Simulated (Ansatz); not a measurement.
## Electronic structure of FGeH3P (SMILES [F][GeH]=[PH2+]) (charge +1) in real space

Input file:

```
crystal:
  periodic: [false, false, false]
  atoms:
    - {symbol: F, position_ang: [-1.532550, -1.332456, 0.332659]}
    - {symbol: Ge, position_ang: [-0.297457, -0.581241, -0.585499]}
    - {symbol: P, position_ang: [-0.652681, 1.631564, -0.991473]}
    - {symbol: H, position_ang: [0.734293, 1.909281, -0.830795]}
    - {symbol: H, position_ang: [-1.031578, 1.839906, 0.363919]}
    - {symbol: H, position_ang: [0.657423, -1.649474, -1.127321]}
basis:
  gaussian:
    orbitals: def2-TZVPD
total_charge: 1
hamiltonian:
  xc: {name: PBE0}
output: {forces: true, orbitals: {seedname: orbitals}}
```

Command:

```sh
ansatz run input.yaml --threads 2 --pin off --max-ram 4350MiB --events-out events.jsonl --progress --plain --runs-dir runs
```

Geometry: B3LYP-D3(BJ)/6-311G**.

Theory: Ansatz 0.2.0, isolated molecule in a Gaussian basis; Kohn-Sham density functional theory, functional PBE0.

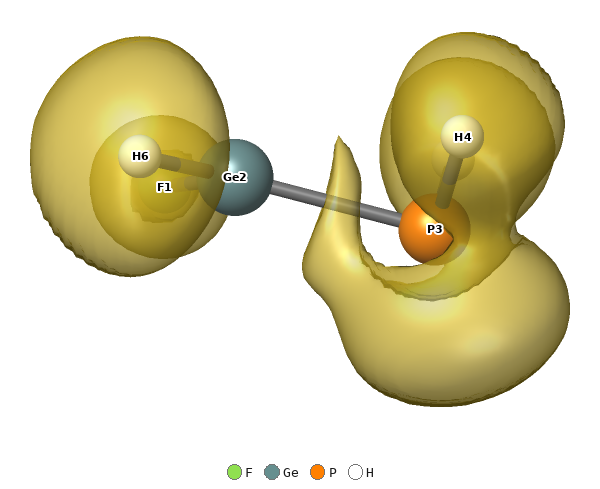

Figure 1. Isosurface of the ELF at 0.75 (yellow), seen from one side. Core shells and regions of very low density are left out.

### Identify the bonds, lone pairs and shells in this picture.

The surface consists of one region around a hydrogen nucleus, one region wrapped around F (its valence shell) and one joined region spread over several atoms (H, P), in which their bonds and any lone pairs are merged. Along the contacts the grid gives the following. Ge–F (1.71 Å): the ELF peaks at about 0.80 in the valence shell of F, 0.5 Å from its nucleus, and is about 0.25 at the midpoint. Ge–P (2.28 Å): the ELF peaks at about 0.90 in the valence shell of P, 1.1 Å from its nucleus, and is about 0.85 at the midpoint.

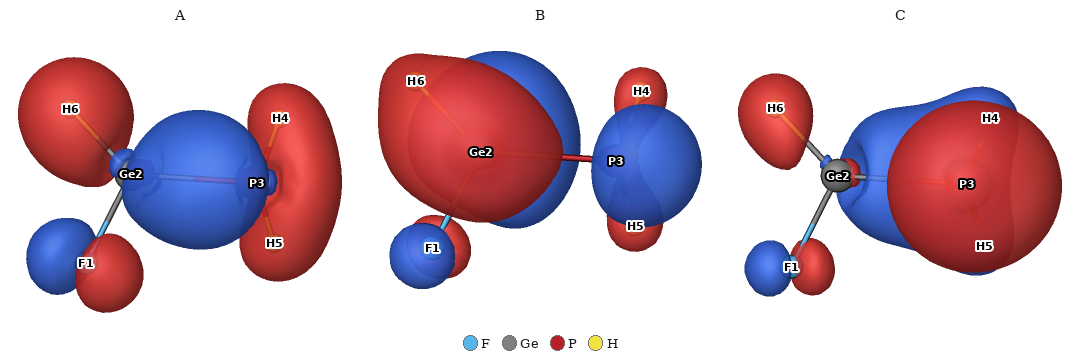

Figure 2. Three frontier orbitals at ±0.1 Å⁻³ᐟ² (red and blue are the two phases), in no order.

### Which picture is the HOMO−1, the HOMO and the LUMO?

A is the HOMO−1 (−15.86 eV). It lies mainly on P3 (about 35 %), Ge2 (about 25 %), F1 (about 15 %), H6 (about 10 %) and H5 (about 5 %). C is the HOMO (−14.37 eV). By Hirshfeld shares it lies mainly on P3 (about 65 %) and Ge2 (about 15 %); largely a lone pair of P3. B is the LUMO (−8.88 eV). By Hirshfeld shares it lies mainly on Ge2 (about 70 %), P3 (about 15 %) and F1 (about 5 %).

### What is the HOMO–LUMO gap?

5.49 eV between the orbital energies.

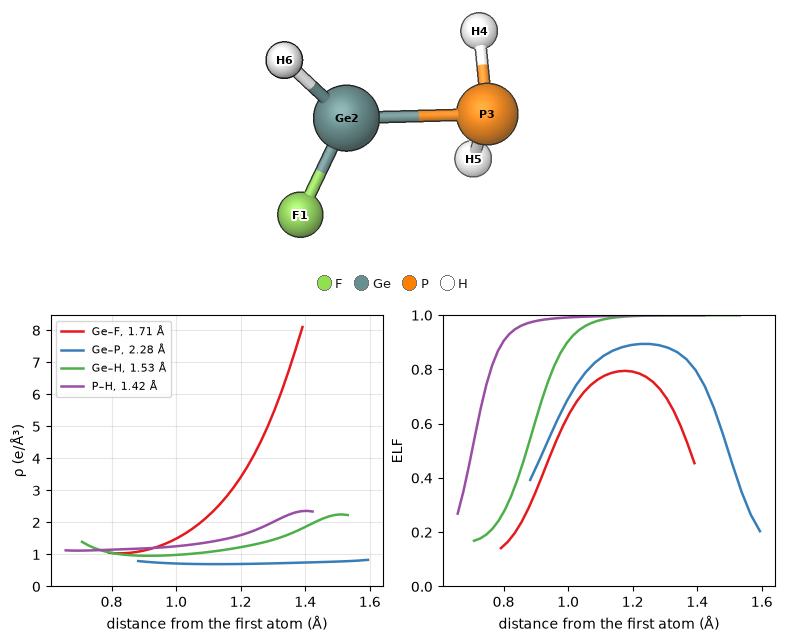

Figure 3. Total electron density and ELF along straight lines between neighbouring atoms. The curves leave out the atomic cores. The structure is drawn too.

### What can be read from the curves?

Ge–F (1.71 Å): ρ at the midpoint is about 1.1 e/Å³; the ELF peaks at about 0.80 in the valence shell of F, 0.5 Å from its nucleus, and is about 0.25 at the midpoint.
Ge–P (2.28 Å): ρ is about 0.7 e/Å³ halfway; the ELF peaks at about 0.90 in the valence shell of P, 1.1 Å from its nucleus, and is about 0.85 at the midpoint.
Ge–H (1.53 Å): ρ at the midpoint is about 1.1 e/Å³; the ELF climbs to about 1 towards the hydrogen.
P–H (1.42 Å): the density is about 1.1 e/Å³ at the midpoint; the ELF climbs to about 1 towards the hydrogen.

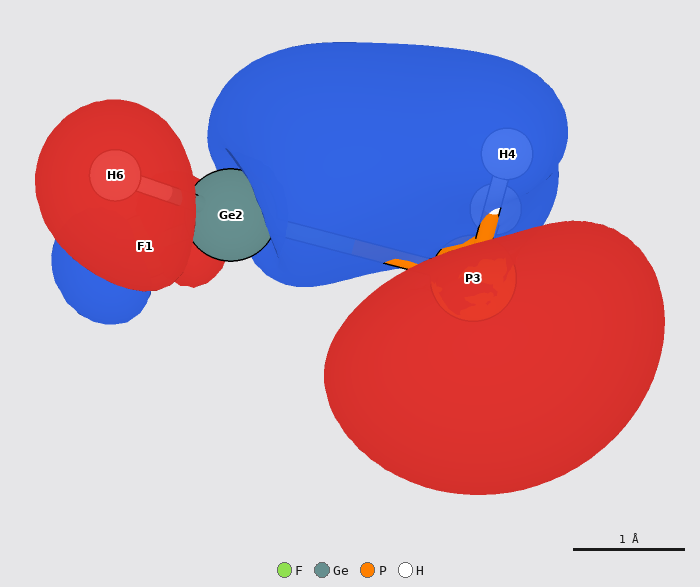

Figure 4. The HOMO at ±0.08 Å⁻³ᐟ² (red and blue are the two phases), seen from one side.

### Describe this orbital and give its energy.

Its weight (Hirshfeld) is mainly on P3 (about 65 %) and Ge2 (about 15 %); largely a lone pair of P3. Its energy is −14.37 eV.
